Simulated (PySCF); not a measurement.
# BH2Cl− (SMILES [BH2-]Cl): UB2PLYP/STO-6G

Aim: the energy change on altering one bond length of BH2Cl− at UB2PLYP/STO-6G, from 2 runs. The job is set up through a Python script.

The calculation is run with PySCF 2.14.0.

10 further runs of the same task are left out: 1 that didn't finish, 9 set aside as unsound or not needed.

## 1. The structure to begin with

BH2Cl− has 4 atoms, charge -1, and is taken as a doublet. As SMILES, `[BH2-]Cl`. The coordinates come from a GFN2-xTB relaxation.

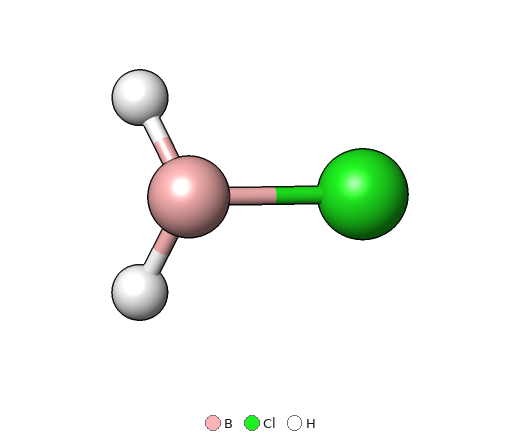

The structure, seen from a chosen angle (boron pink, chlorine green, hydrogen white).

## 2. The energy at UB2PLYP/STO-6G

Input file input.py:

```python
# [BH2-]Cl
from pyscf import gto, dft, mp

system = gto.Mole()
system.atom = '''
B     -0.137459    -0.367212    -0.637348
Cl     2.627022     0.117843     1.671935
H     -1.821639    -1.422113     0.500078
H     -0.667943     1.671463    -1.534665
'''
system.verbose = 3
system.max_memory = 1860
system.spin = 1
system.charge = -1
system.basis = 'sto-6g'
system.unit = 'bohr'
system.build()

myscf = dft.UKS(system)
myscf.xc = '0.53*HF + 0.47*B88, 0.73*LYP'
myscf.conv_tol = 1e-10
myscf.grids.level = 5
myscf.kernel()
if not myscf.converged:
    myscf = myscf.newton().run(myscf.mo_coeff, myscf.mo_occ)

pt = mp.MP2(myscf, frozen=6).run()
etot = myscf.e_tot + 0.27 * pt.e_corr
print('PT2 part  %.8f' % (0.27 * pt.e_corr))
print('Final energy', etot)
```

Command:

```sh
$ OMP_NUM_THREADS=1 python input.py
```

The program printed:

```text
WARN: HOMO -0.0168312779888934 >= LUMO -0.0168312779888931

converged SCF energy = -484.258937981295  <S^2> = 0.75238938  2S+1 = 2.0023879
E(UMP2) = -484.300180385305  E_corr = -0.0412424040104081
E(SCS-UMP2) = -484.30645612954  E_corr = -0.0475181482448392
PT2 part  -0.01113545
Final energy -484.27007343037786
```

Run time: 3.3 s. Hardware: 1 thread of Arm Neoverse V2, shared host; peak memory 0.19 GiB.

## 3. The distorted shape, same level

Input file input.py:

```python
from pyscf import gto, dft, mp

mol = gto.Mole()
mol.atom = '''
B      1.209825     0.476672    -1.547247
Cl     3.974306     0.961727     0.762036
H     -1.821639    -1.422113     0.500078
H      0.679341     2.515346    -2.444565
'''
mol.unit = 'bohr'
mol.basis = 'sto-6g'
mol.charge = -1
mol.verbose = 3
mol.max_memory = 1860
mol.spin = 1
mol.build()

myscf = dft.UKS(mol)
myscf.xc = '0.53*HF + 0.47*B88, 0.73*LYP'
myscf.grids.level = 5
myscf.conv_tol = 1e-10
myscf.kernel()
if not myscf.converged:
    myscf = myscf.newton().run(myscf.mo_coeff, myscf.mo_occ)

pt = mp.MP2(myscf, frozen=6).run()
energy = myscf.e_tot + 0.27 * pt.e_corr
print('PT2 part  %.8f' % (0.27 * pt.e_corr))
print('Final energy', energy)
```

Command:

```sh
$ OMP_NUM_THREADS=1 python input.py
```

The program printed:

```text
WARN: HOMO -0.0444886315137638 >= LUMO -0.0444886315137635

converged SCF energy = -484.099136833003  <S^2> = 0.92426889  2S+1 = 2.1672738
E(UMP2) = -484.154036684501  E_corr = -0.0548998514981933
E(SCS-UMP2) = -484.161182853478  E_corr = -0.0620460204750958
PT2 part  -0.01482296
Final energy -484.1139597929071
```

Wall time 4.5 s (1 thread of Arm Neoverse V2, shared host); peak memory 0.19 GiB.

## 4. Outcome

At UB2PLYP/STO-6G, 6 core orbitals frozen:

| quantity | value |
| --- | --- |
| first shape: total energy | -484.27007 Eh |
| first shape: HOMO energy (SCF part's orbitals) (highest over α and β) | 4.00 eV |
| first shape: LUMO energy (SCF part's orbitals) (lowest over α and β) | 13.73 eV |
| first shape: ⟨S²⟩ | 0.752 |
| distorted shape: total energy | -484.11396 Eh |
| distorted shape: HOMO energy (SCF part's orbitals) (highest over α and β) | 3.04 eV |
| distorted shape: LUMO energy (SCF part's orbitals) (lowest over α and β) | 11.76 eV |
| distorted shape: ⟨S²⟩ | 0.924 |
| energy change with the B1–H3 bond stretched from 1.212 to 2.181 Å | 4.248 eV |

What this shows: With the B1–H3 bond stretched from 1.212 to 2.181 Å the energy rises by 4.25 eV (410 kJ/mol). The first shape isn't relaxed at this level, so the change isn't measured from a minimum. The minimal basis adds a large error of its own. Mulliken charges (first shape) run from -0.53 on Cl2 to -0.10 on B1; they depend strongly on the basis. The HOMO (first shape) lies at positive energy, 4.00 eV; only total energies tell whether the electron is bound. ⟨S²⟩ (distorted shape) is 0.92 where a pure doublet has 0.75: the reference is spin-contaminated. The HOMO (distorted shape) lies at positive energy, 3.04 eV; only total energies tell whether the electron is bound.
